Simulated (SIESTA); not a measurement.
Band structure of CdO (Fm-3m, 2 atoms in the cell).

```
CdO
1.0
    0.00000     2.34801     2.34801
    2.34801     0.00000     2.34801
    2.34801     2.34801     0.00000
Cd O
1 1
Direct
  0.00000   0.00000   0.00000
  0.50000   0.50000   0.50000
```

Method of the run: GGA PBE, numerical atomic orbitals DZP, PseudoDojo PBE standard norm-conserving potentials (rewritten from UPF to PSML) in SIESTA.

Settings: XC.functional = GGA; XC.authors = PBE; potentials = PseudoDojo PBE standard; PAO.BasisSize = DZP; PAO.EnergyShift = 0.01 Ry; MeshCutoff = 400 Ry; kgrid.MonkhorstPack = 10 10 10; OccupationFunction = MP; OccupationMPOrder = 0; ElectronicTemperature = 1160.45 K; MaxSCFIterations = 150; SCF.Mixer.Method = Pulay; SCF.Mixer.Weight = 0.1; SCF.Mixer.History = 8.

The starting cell comes from a database of computed structures (which also holds hypothetical and non-ambient phases and stackings), without a prior relaxation at this level. Its lattice was rescaled by a random factor within 2.5 % of one. Values carry the incompleteness of an atom-centred basis. The run gives no clean gap (levels at the Fermi energy touch, overlap or are partly filled at this smearing), which alone does not show that the compound is a metal.

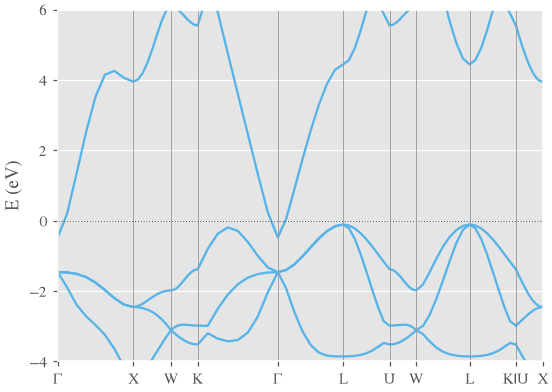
*Bands along the path, energies from the Fermi level.*

Levels in eV from the Fermi level, bands 10 to 15:
```tsv
point	10	11	12	13	14	15
Γ	-6.44	-1.46	-1.46	-1.46	-0.48	20.31
X	-5.74	-4.48	-2.45	-2.45	3.95	8.49
W	-5.84	-3.11	-3.11	-1.98	6.09	9.01
K	-6.03	-3.52	-2.98	-1.38	5.55	8.63
L	-6.18	-3.86	-0.11	-0.11	4.44	7.34
U	-6.03	-3.52	-2.98	-1.38	5.55	8.63
```

Bands cross the Fermi level along this path, so the cell is metallic at this level.

Higher empty bands are left out: an atom-centred basis made for the valence describes them poorly.
